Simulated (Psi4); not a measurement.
How methods differ on GaF3 (SMILES [F][Ga]([F])[F])

The species is GaF3 (4 atoms), meant as a singlet with charge 0. SMILES: `[F][Ga]([F])[F]`. The shape was relaxed beforehand at PBE0/def2-TZVP.

Quantity: the HOMO–LUMO gap, in eV. The values are calculated.

```csv
level,kind,program,value (eV)
PBE-D4/def2-TZVPP (density fitting),GGA,Psi4,6.29
r2SCAN-D4/def2-TZVPP (density fitting),meta-GGA,Psi4,7.14
B3LYP-D4/def2-TZVPP (density fitting),global hybrid,Psi4,8.68
PBE0-D4/def2-TZVPP (density fitting),global hybrid,Psi4,9.42
wB97M-V/def2-TZVPP (density fitting),range-separated hybrid,Psi4,13.98
```

All-electron rows without a relativistic Hamiltonian named are non-relativistic. The values span 6.29 to 13.98 eV. Orbital gaps aren't excitation energies; they tend to grow with the share of exact exchange.

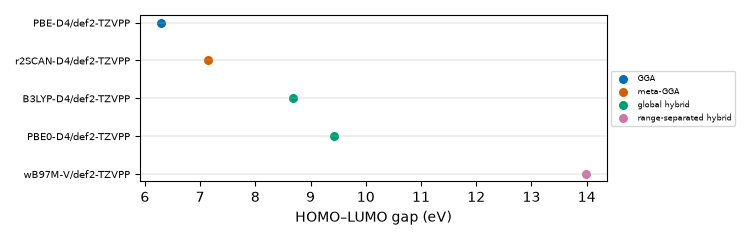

The values of the table, level by level.
